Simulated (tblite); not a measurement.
# Geometry relaxation, with input and output: C₆H₁₁FGe

The run: geometry relaxation of C₆H₁₁FGe, SMILES C=CC[C]1([GeH2][F])CC1. Method and program: GFN2-xTB geometry optimisation, gas phase (tblite 0.8.0).

It belongs to a series of runs on one base structure; here: C replaced by Ge.

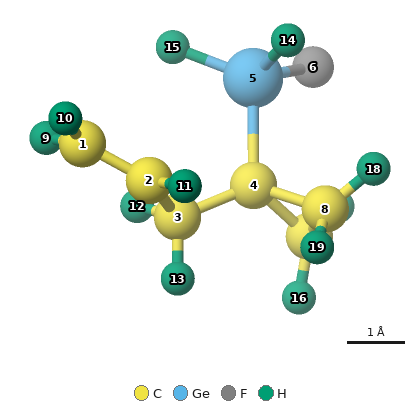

*The input geometry (ball-and-stick view, seen at a tilt; atoms are numbered from 1 in the order of the input). Sticks mark near contacts.*

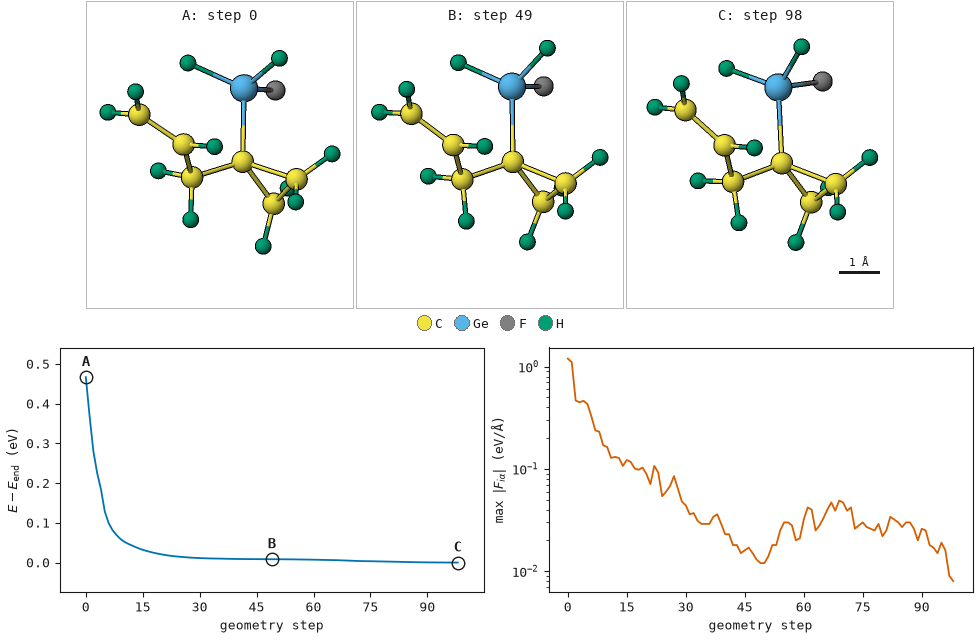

*Frames of the relaxation (ball-and-stick view, seen at a tilt) above the curves, on which the letters mark them (steps are counted from 0).*

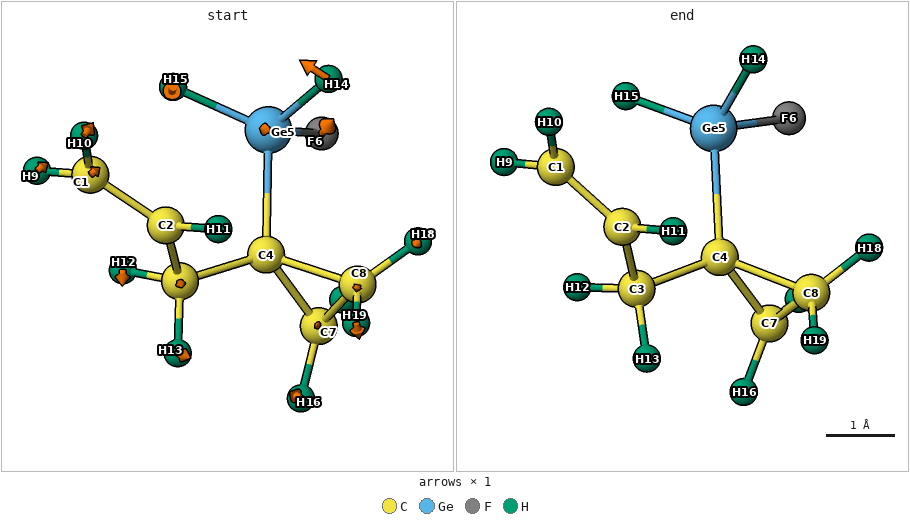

*Before (left) and after (right) the relaxation, at one scale (ball-and-stick view, seen at a tilt). The orange arrows give the displacements, at true length.*

The atom that moves furthest after the best rigid fit is H14 (0.53 Å). Largest moves by element: H 0.53 Å, F 0.46 Å, C 0.20 Å, Ge 0.20 Å. Among the contacts that change: Ge5–H14 1.567 → 1.508 Å, C4–Ge5 1.944 → 1.978 Å, C7–H17 1.115 → 1.081 Å, Ge5–H15 1.541 → 1.509 Å. Among the angles that change: C4–Ge5–H14 104.0° → 116.9°, F6–Ge5–H15 112.9° → 101.6°, F6–Ge5–H14 111.3° → 100.5°. After 98 geometry steps the energy has fallen by 0.467 eV. The largest force component goes from 1.2 to 0.008 eV/Å. (Atoms are counted from 1 in the order of the input.)

These pictures come from the run below.

Input
```
{"job": {"kind": "relax", "xc": "GFN2-xTB", "basis": "xTB"}, "charge": 0, "multiplicity": 1}
C      2.793300     0.608100    -0.235700
C      1.698300    -0.017200    -0.713800
C      0.803200    -0.818300     0.176600
C     -0.625100    -0.297400     0.168700
Ge    -0.824900     1.530000     0.800200
F     -2.323600     1.553600     1.733200
C     -1.775900    -1.266400     0.357000
C     -1.549000    -0.592100    -0.974500
H      3.069200     0.580200     0.818500
H      3.402300     1.173600    -0.935800
H      1.433000     0.013100    -1.762300
H      1.164900    -0.748700     1.219600
H      0.889400    -1.875000    -0.112400
H     -0.958900     2.374000    -0.513800
H      0.394700     2.011300     1.610000
H     -1.600300    -2.352800     0.356700
H     -2.560600    -0.845600     1.027600
H     -2.348900     0.133200    -1.235500
H     -1.090700    -1.154300    -1.791500
```

The first line tells a small driver script what to run in tblite; the rest is the geometry in Å.

Launch command:
```bash
OMP_NUM_THREADS=1 python <driver script> task.json out
```

Log
```
step      E/eV     max force
  0    -682.48924    1.685
  1    -682.58765    1.335
  2    -682.67637    0.584
  3    -682.73088    0.518
  4    -682.77201    0.548
  5    -682.82752    0.483
  6    -682.85621    0.349
  7    -682.87384    0.239
  8    -682.88573    0.251
  9    -682.89560    0.220
 10    -682.90293    0.195
 11    -682.90807    0.144
 12    -682.91233    0.173
 13    -682.91661    0.158
 14    -682.92055    0.135
 15    -682.92387    0.127
 16    -682.92670    0.129
 17    -682.92927    0.128
 18    -682.93160    0.135
 19    -682.93363    0.108
 20    -682.93541    0.090
 21    -682.93706    0.101
 22    -682.93856    0.134
 23    -682.93980    0.106
 24    -682.94077    0.063
 25    -682.94159    0.065
 26    -682.94237    0.093
 27    -682.94312    0.105
 28    -682.94377    0.073
 29    -682.94428    0.059
 30    -682.94470    0.049
 31    -682.94508    0.046
 32    -682.94541    0.046
 33    -682.94567    0.034
 34    -682.94587    0.033
 35    -682.94604    0.036
 36    -682.94623    0.036
 37    -682.94645    0.038
 38    -682.94666    0.038
 39    -682.94685    0.033
 40    -682.94699    0.031
 41    -682.94711    0.033
 42    -682.94720    0.023
 43    -682.94727    0.022
 44    -682.94733    0.019
 45    -682.94739    0.023
 46    -682.94746    0.021
 47    -682.94753    0.021
 48    -682.94759    0.017
 49    -682.94763    0.014
 50    -682.94767    0.013
 51    -682.94772    0.015
 52    -682.94779    0.021
 53    -682.94787    0.025
 54    -682.94795    0.027
 55    -682.94805    0.030
 56    -682.94817    0.032
 57    -682.94832    0.032
 58    -682.94847    0.026
 59    -682.94861    0.028
 60    -682.94877    0.036
 61    -682.94897    0.044
 62    -682.94921    0.040
 63    -682.94943    0.027
 64    -682.94958    0.032
 65    -682.94974    0.036
 66    -682.94996    0.050
 67    -682.95029    0.053
 68    -682.95066    0.043
 69    -682.95103    0.058
 70    -682.95139    0.059
 71    -682.95176    0.047
 72    -682.95213    0.048
 73    -682.95239    0.032
 74    -682.95254    0.029
 75    -682.95264    0.040
 76    -682.95278    0.035
 77    -682.95307    0.032
 78    -682.95325    0.034
 79    -682.95347    0.032
 80    -682.95364    0.027
 81    -682.95384    0.030
 82    -682.95405    0.038
 83    -682.95427    0.035
 84    -682.95449    0.034
 85    -682.95471    0.035
 86    -682.95493    0.036
 87    -682.95514    0.039
 88    -682.95532    0.033
 89    -682.95546    0.024
 90    -682.95555    0.027
 91    -682.95563    0.027
 92    -682.95570    0.020
 93    -682.95579    0.019
 94    -682.95584    0.017
 95    -682.95591    0.024
 96    -682.95596    0.021
 97    -682.95599    0.011
 98    -682.95601    0.009
```

Trajectory as extended XYZ (Å, eV, eV/Å), 6 of the 99 frames kept, from step=0 to step=98
```
19
Properties=species:S:1:pos:R:3:forces:R:3 step=0 energy=-682.48924
C     2.7933    0.6081   -0.2357   -1.1330  -0.3850  -0.9150
C     1.6983   -0.0172   -0.7138    1.1970   0.6130   1.0160
C     0.8032   -0.8183    0.1766    0.1250  -0.1040   0.2600
C    -0.6251   -0.2974    0.1687   -0.0970  -0.7490   0.0900
Ge   -0.8249    1.5300    0.8002    0.6320   0.3080  -0.5070
F    -2.3236    1.5536    1.7332    0.2160   0.3010  -0.0820
C    -1.7759   -1.2664    0.3570    0.1050   0.2470  -0.0920
C    -1.5490   -0.5921   -0.9745   -0.5860   0.0070   0.0460
H     3.0692    0.5802    0.8185   -0.0820   0.0100  -0.5430
H     3.4023    1.1736   -0.9358    0.0350  -0.1170   0.4480
H     1.4330    0.0131   -1.7623    0.0740   0.0560   0.0920
H     1.1649   -0.7487    1.2196   -0.0290  -0.0220  -0.3240
H     0.8894   -1.8750   -0.1124   -0.3590   0.1110  -0.0510
H    -0.9589    2.3740   -0.5138   -0.2550   0.0120   0.6990
H     0.3947    2.0113    1.6100   -0.4840   0.0930   0.1360
H    -1.6003   -2.3528    0.3567   -0.0610   0.7260   0.4720
H    -2.5606   -0.8456    1.0276    0.4070  -0.8390  -0.8120
H    -2.3489    0.1332   -1.2355    0.9030  -0.3430  -0.1420
H    -1.0907   -1.1543   -1.7915   -0.6080   0.0740   0.2110
19
Properties=species:S:1:pos:R:3:forces:R:3 step=20 energy=-682.93541
C     2.7624    0.6203   -0.2602   -0.0200  -0.0400  -0.0490
C     1.7081   -0.0446   -0.6970   -0.0160   0.0080   0.0480
C     0.8124   -0.8707    0.1690   -0.0890   0.0090  -0.0050
C    -0.5992   -0.3084    0.1390   -0.0430   0.0360  -0.0540
Ge   -0.7538    1.5698    0.7556    0.0140   0.0020   0.0380
F    -2.2260    1.6985    1.7118   -0.0100  -0.0540  -0.0230
C    -1.7511   -1.2471    0.3521    0.0150   0.0190   0.0720
C    -1.5199   -0.6635   -0.9991    0.0320  -0.0030  -0.0240
H     3.0740    0.5720    0.7718   -0.0090   0.0320  -0.0410
H     3.3699    1.2099   -0.9250    0.0350   0.0270   0.0410
H     1.4174    0.0015   -1.7396    0.0240   0.0110   0.0200
H     1.1767   -0.8728    1.2023    0.0120   0.0090  -0.0760
H     0.8018   -1.9042   -0.1917   -0.0190   0.0140  -0.0070
H    -1.0530    2.5788   -0.3255    0.0010  -0.0010  -0.0220
H     0.2625    2.0878    1.7384    0.0490  -0.0210   0.0320
H    -1.5139   -2.2907    0.4956   -0.0200  -0.0370   0.0490
H    -2.5998   -0.9068    0.9253   -0.0500   0.0270   0.0230
H    -2.2179    0.0902   -1.3458    0.0440  -0.0070   0.0050
H    -1.1605   -1.3106   -1.7846    0.0510  -0.0320  -0.0280
19
Properties=species:S:1:pos:R:3:forces:R:3 step=39 energy=-682.94685
C     2.7533    0.6292   -0.2661   -0.0080   0.0140   0.0060
C     1.6998   -0.0322   -0.7095    0.0290  -0.0150  -0.0030
C     0.8042   -0.8678    0.1494    0.0160   0.0080  -0.0150
C    -0.6021   -0.2980    0.1273    0.0080  -0.0010  -0.0090
Ge   -0.7419    1.5698    0.7617   -0.0080   0.0200   0.0100
F    -2.2304    1.6505    1.6976    0.0050   0.0030  -0.0130
C    -1.7617   -1.2209    0.3692    0.0110  -0.0060   0.0180
C    -1.5089   -0.6940   -1.0041   -0.0130  -0.0040   0.0030
H     3.0517    0.5851    0.7694    0.0040  -0.0020  -0.0070
H     3.3730    1.2251   -0.9149   -0.0190   0.0000   0.0040
H     1.4201    0.0163   -1.7547    0.0010   0.0020   0.0100
H     1.1848   -0.8858    1.1750   -0.0220   0.0060  -0.0110
H     0.7856   -1.8948   -0.2285   -0.0030   0.0060   0.0100
H    -1.0258    2.6144   -0.2908    0.0090  -0.0010   0.0020
H     0.2700    2.0386    1.7762    0.0070  -0.0090   0.0050
H    -1.5419   -2.2586    0.5729   -0.0090  -0.0250  -0.0040
H    -2.6151   -0.8403    0.9120   -0.0020   0.0010   0.0020
H    -2.1993    0.0426   -1.3942    0.0000   0.0110  -0.0100
H    -1.1252   -1.3698   -1.7553   -0.0060  -0.0080   0.0020
19
Properties=species:S:1:pos:R:3:forces:R:3 step=59 energy=-682.94861
C     2.7393    0.6523   -0.2597   -0.0190   0.0010  -0.0010
C     1.7008   -0.0295   -0.7081   -0.0030  -0.0210  -0.0190
C     0.8048   -0.8730    0.1414   -0.0020   0.0040   0.0040
C    -0.6025   -0.3034    0.1155   -0.0030   0.0000   0.0120
Ge   -0.7225    1.5647    0.7545   -0.0010  -0.0030   0.0060
F    -2.2337    1.6675    1.6510    0.0110   0.0130  -0.0110
C    -1.7621   -1.2216    0.3775   -0.0020  -0.0050  -0.0060
C    -1.5227   -0.7044   -1.0029   -0.0020  -0.0180   0.0040
H     3.0390    0.6123    0.7757   -0.0090   0.0040  -0.0100
H     3.3454    1.2612   -0.9093    0.0010  -0.0090   0.0130
H     1.4253    0.0138   -1.7541    0.0080   0.0170  -0.0180
H     1.1770   -0.8885    1.1696   -0.0080  -0.0040   0.0130
H     0.7895   -1.9008   -0.2338    0.0040   0.0150  -0.0110
H    -0.9488    2.6341   -0.2872    0.0100  -0.0110   0.0080
H     0.2815    1.9800    1.8005   -0.0110   0.0140   0.0060
H    -1.5440   -2.2601    0.5834   -0.0090   0.0030  -0.0080
H    -2.6105   -0.8370    0.9260    0.0130   0.0040   0.0010
H    -2.2127    0.0320   -1.3956    0.0080   0.0000   0.0200
H    -1.1529   -1.3905   -1.7517    0.0140  -0.0040  -0.0030
19
Properties=species:S:1:pos:R:3:forces:R:3 step=78 energy=-682.95325
C     2.6649    0.7182   -0.2494   -0.0190   0.0060  -0.0060
C     1.6830   -0.0232   -0.7305    0.0170  -0.0080   0.0120
C     0.8066   -0.8985    0.1070   -0.0200  -0.0080   0.0030
C    -0.5998   -0.3253    0.1192   -0.0130  -0.0090   0.0070
Ge   -0.6553    1.5471    0.7578   -0.0220  -0.0080   0.0070
F    -2.2460    1.7880    1.4731    0.0180  -0.0150  -0.0240
C    -1.7558   -1.2400    0.4092   -0.0040  -0.0020  -0.0110
C    -1.5454   -0.7273   -0.9776    0.0000   0.0100  -0.0020
H     2.9253    0.6987    0.7969    0.0090  -0.0050   0.0000
H     3.2627    1.3559   -0.8775    0.0060   0.0050  -0.0100
H     1.4398    0.0004   -1.7852    0.0060   0.0020   0.0030
H     1.1927   -0.9406    1.1297    0.0000  -0.0070  -0.0100
H     0.7860   -1.9136   -0.2985    0.0060  -0.0060  -0.0030
H    -0.6520    2.6314   -0.2907   -0.0070   0.0000  -0.0030
H     0.2514    1.8793    1.9172   -0.0150   0.0040   0.0050
H    -1.5405   -2.2802    0.6092    0.0080   0.0090   0.0120
H    -2.5935   -0.8519    0.9720    0.0250   0.0120   0.0010
H    -2.2448    0.0058   -1.3574    0.0060   0.0170   0.0130
H    -1.1890   -1.4149   -1.7321    0.0000   0.0050   0.0060
19
Properties=species:S:1:pos:R:3:forces:R:3 step=98 energy=-682.95601
C     2.6377    0.7414   -0.2478    0.0040   0.0000   0.0000
C     1.6876   -0.0335   -0.7397    0.0010  -0.0020  -0.0020
C     0.8178   -0.9250    0.0876   -0.0010   0.0010  -0.0030
C    -0.5815   -0.3370    0.1275   -0.0020   0.0030   0.0010
Ge   -0.6334    1.5368    0.7596   -0.0030   0.0010  -0.0040
F    -2.2730    1.7947    1.3407   -0.0070  -0.0010   0.0040
C    -1.7448   -1.2363    0.4313   -0.0040  -0.0020   0.0000
C    -1.5523   -0.7165   -0.9553    0.0030   0.0020   0.0020
H     2.8895    0.7305    0.8008   -0.0010  -0.0030   0.0000
H     3.2221    1.3962   -0.8714    0.0040  -0.0030  -0.0010
H     1.4568   -0.0164   -1.7972    0.0060   0.0020  -0.0020
H     1.2160   -0.9958    1.1038   -0.0050   0.0050  -0.0010
H     0.7829   -1.9296   -0.3422    0.0030  -0.0020  -0.0010
H    -0.5425    2.6139   -0.2916    0.0040   0.0050  -0.0020
H     0.1795    1.8717    1.9859   -0.0040  -0.0020   0.0040
H    -1.5419   -2.2802    0.6230    0.0080  -0.0020   0.0040
H    -2.5636   -0.8359    1.0119   -0.0030  -0.0010   0.0060
H    -2.2457    0.0336   -1.3127    0.0020  -0.0040  -0.0010
H    -1.2210   -1.4032   -1.7215   -0.0040   0.0040  -0.0020
```

Key numbers

| quantity | value |
| --- | --- |
| outcome | converged |
| total energy | −682.9560 eV |
| hardware | 1 CPU thread, shared host |
| wall time | 1.2 s |
| peak memory | 0.18 GiB |
